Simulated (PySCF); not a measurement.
F2H6OSi4

```csv
atom,x (Å),y (Å),z (Å)
F,3.2935,0.9501,-0.1763
Si,2.5155,-0.4704,-0.1065
Si,0.4048,0.0964,0.5632
F,0.3609,-0.0688,2.1870
O,-0.5691,-1.1600,0.0482
Si,-2.0986,-0.7149,-0.4014
Si,-1.4053,1.4969,-0.0313
H,2.6484,-0.9785,-1.4714
H,3.3737,-1.2678,0.7705
H,-2.2680,-1.2408,-1.7540
H,-3.0247,-1.3586,0.5267
H,-1.1997,2.3925,-1.1809
H,-2.0358,2.3242,1.0083
```

Geometry: GFN2-xTB.

Level of theory: CAM-B3LYP/def2-SVPD, SCF density, gas phase (PySCF).

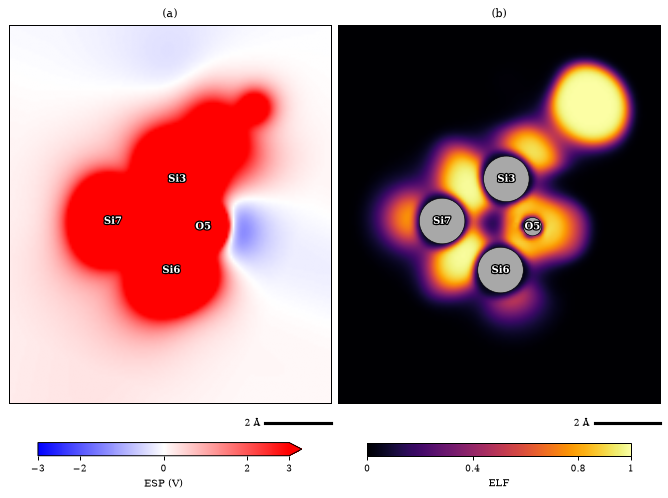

Figure 1. (a) electrostatic potential; (b) ELF on the plane of atoms Si3, O5 and Si6. Grey discs cover the atomic cores in the ELF map.

**Read the bonding off the picture.**

The section cuts through Si and O sites.
Si–O (1.66 Å): the ELF peaks at about 0.90 between the atoms (a polar covalent bond).
Si–Si (2.35 Å): the ELF peaks at about 1 between the atoms: a shared electron pair.
The ELF also peaks beside O5, away from the bonds: lone-pair regions.
Outside the dense part of the molecule the potential is most negative (−1.3 V) near O5.

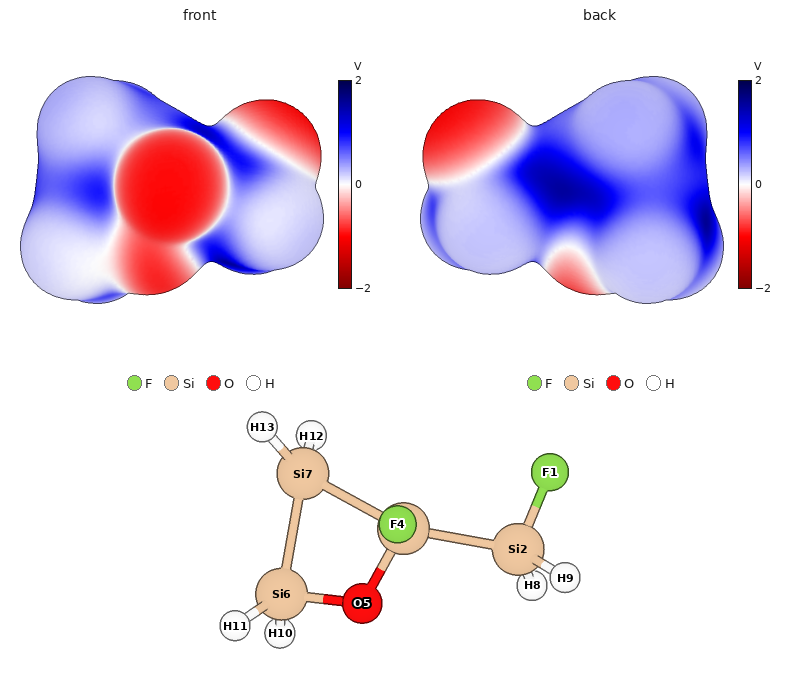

Figure 2. The electrostatic potential painted on the density surface at 0.001 e/bohr³, seen from the front and from behind; the colour scale runs from red (negative) to blue (positive). The bare structure is drawn below in the same view.

**Describe the electrostatic potential map.**

The most negative region (about −1.0 V) lies over F1 and F4, the most positive (about +1.5 V) over Si2, Si3 and Si6.
